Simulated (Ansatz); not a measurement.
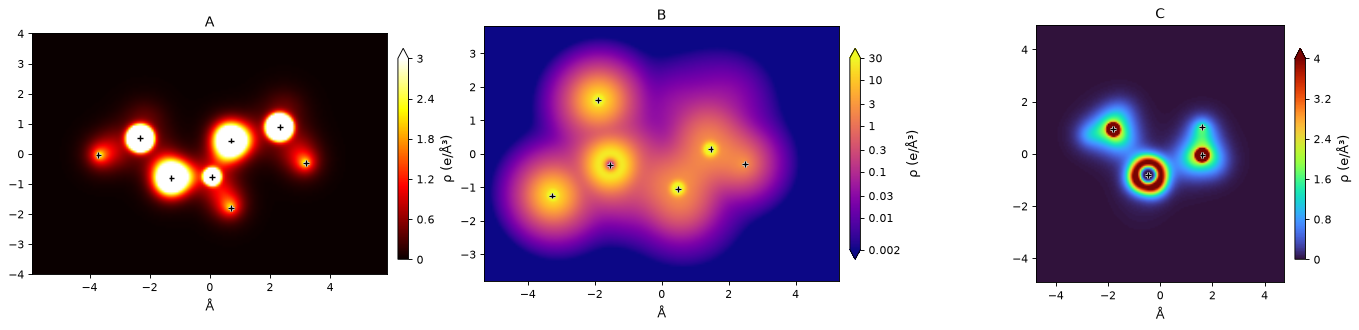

The electron density of 3 systems, each on a plane through atoms (crosses mark nuclei in the plane).

Computed with isolated molecule in a Gaussian basis; Kohn-Sham density functional theory, functional PBE0 (Ansatz 0.2.0).

System 1: C$_{4}$H$_{9}$F$_{2}$In (SMILES CC(C)[CH2][In]([F])[F]), the plane of atoms C4, C2 and H11. Geometry: PBE0-D4/def2-SVP; core potentials replace the inner electrons of In.

```xyz
16

C    -1.3792   -0.2847    0.6425
C    -0.0156   -0.5619    0.0181
C    -0.0909   -0.4864   -1.5032
C     1.0572    0.3699    0.5748
F    -1.0536    2.8286   -0.9205
F     1.4859    4.1046    0.4835
In    0.5825    2.4136    0.0983
H    -2.1254   -1.0239    0.3137
H    -1.3393   -0.3158    1.7428
H    -1.7498    0.7086    0.3299
H     0.2894   -1.5890    0.2978
H    -0.4586    0.5065   -1.8205
H     0.8903   -0.6648   -1.9707
H    -0.7935   -1.2324   -1.9047
H     2.0546    0.1723    0.1517
H     1.1427    0.3144    1.6714
```

System 2: BH$_{7}$O$_{2}$Si$_{2}$ (SMILES [SiH3]OBO[SiH3]), the plane of atoms O2, Si4 and H6. Geometry: PBE0-D4/def2-SVP.

| atom | x (Å) | y (Å) | z (Å) |
| --- | --- | --- | --- |
| B | 0.8427 | 0.7348 | 0.0760 |
| O | -0.3844 | 0.2844 | 0.4591 |
| O | 1.5330 | 0.0492 | -0.8646 |
| Si | -1.5233 | 0.8324 | 1.5591 |
| Si | 1.0522 | -1.3546 | -1.6620 |
| H | -1.0126 | 2.0401 | 2.2723 |
| H | -2.7707 | 1.1663 | 0.8170 |
| H | -1.7931 | -0.2615 | 2.5327 |
| H | 1.3299 | 1.7341 | 0.5586 |
| H | -0.1994 | -1.1129 | -2.4357 |
| H | 2.1598 | -1.7045 | -2.5919 |
| H | 0.8428 | -2.4629 | -0.6866 |

System 3: C$_{3}$H$_{9}$FZr (SMILES [CH3][Zr]([CH3])([CH3])[F]), the plane of atoms C1, Zr5 and C3. Geometry: PBE0-D4/def2-SVP; core potentials replace the inner electrons of Zr.

```yaml
atoms:
  - { symbol: C, position_ang: [-1.8161, 0.5878, 0.8139] }
  - { symbol: C, position_ang: [1.6425, 1.2579, 0.1308] }
  - { symbol: C, position_ang: [0.2772, -1.9675, -0.5313] }
  - { symbol: F, position_ang: [-0.6110, 0.7468, -2.3679] }
  - { symbol: Zr, position_ang: [-0.1584, 0.2008, -0.5967] }
  - { symbol: H, position_ang: [-2.7689, 0.8426, 0.3173] }
  - { symbol: H, position_ang: [-1.5641, 1.4185, 1.4996] }
  - { symbol: H, position_ang: [-1.9937, -0.3106, 1.4356] }
  - { symbol: H, position_ang: [2.5254, 0.5941, 0.0641] }
  - { symbol: H, position_ang: [1.8743, 2.1762, -0.4371] }
  - { symbol: H, position_ang: [1.5233, 1.5424, 1.1933] }
  - { symbol: H, position_ang: [0.8138, -2.3250, -1.4284] }
  - { symbol: H, position_ang: [0.9067, -2.2018, 0.3481] }
  - { symbol: H, position_ang: [-0.6509, -2.5620, -0.4413] }
```

### Match each panel to its system.

Panel A is system 2, BH$_{7}$O$_{2}$Si$_{2}$: the plane holds B, O, Si and H. B–O (1.35 Å): ρ is about 2.1 e/Å³ halfway. Panel B is system 1, C$_{4}$H$_{9}$F$_{2}$In: the plane holds C, F, In and H. C–C (1.53 Å): the density is about 1.6 e/Å³ at the midpoint. Panel C is system 3, C$_{3}$H$_{9}$FZr: the plane holds C, Zr and H. C–Zr (2.21 Å): the density is about 0.72 e/Å³ at the midpoint.
